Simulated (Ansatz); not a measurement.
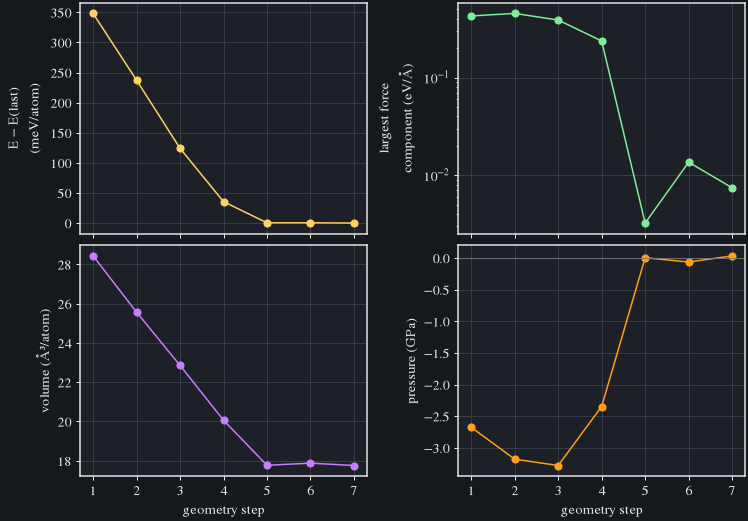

History of a geometry optimisation. The run: CsTlH4 (P4/mmm, 6 atoms in the cell), by DFT PBE, scalar-relativistic, plane waves, PAW (Ansatz 0.2.0); cutoff 420 eV, 4×4×4 k-mesh, Gaussian smearing of 0.1 eV. Atoms and cell relax. A closing SCF on a freshly chosen basis isn't drawn.

The optimisation met its thresholds at geometry 7, counting the start as the first. The energy fell by about 350 meV/atom from the first step to the last. The largest force component goes from about 0.43 eV/Å at the start to 7 × 10⁻³ eV/Å at the end. The volume shrinks from 28.4 to 17.8 Å³ per atom (−38 %), as the pressure goes from −2.7 GPa to about 0 GPa.
